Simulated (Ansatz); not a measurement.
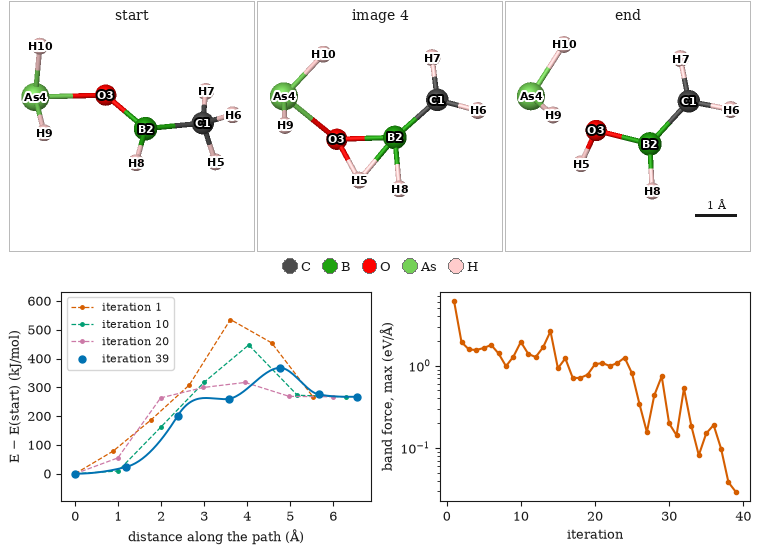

A nudged-elastic-band calculation for CH₆AsBO. Images are numbered from 0 (start) to 6 (end). The plot follows the band through its iterations. A ball-and-stick model, seen from a free direction.

Computed with Ansatz, RKS PBE/def2-SVP. Settings: 5 movable images; climbing image; force threshold 0.03 eV/Å; iteration limit 60; starting path through a guess of the saddle point.

### Did the band converge, and can the barrier be trusted?

The run is converged, with reservations. The band converged in 39 iterations. The largest component of the band force went from 6.1 to 0.029 eV/Å. The climbing image converged on the top of the path. Its vibrational analysis gives 2 imaginary modes over 30i cm⁻¹, so it isn't confirmed as a transition state. The first iteration put the highest image at 535.6 kJ/mol. The highest point, image 4, lies 367.6 kJ/mol above the start and 100.5 kJ/mol above the end; the end is at +267.1 kJ/mol relative to the start.

The run took 5.8 min on 2 threads of Intel(R) Xeon(R) Platinum 8259CL CPU @ 2.50GHz (Skylake/Cascade Lake), with other jobs on the host, peak memory 0.16 GiB.
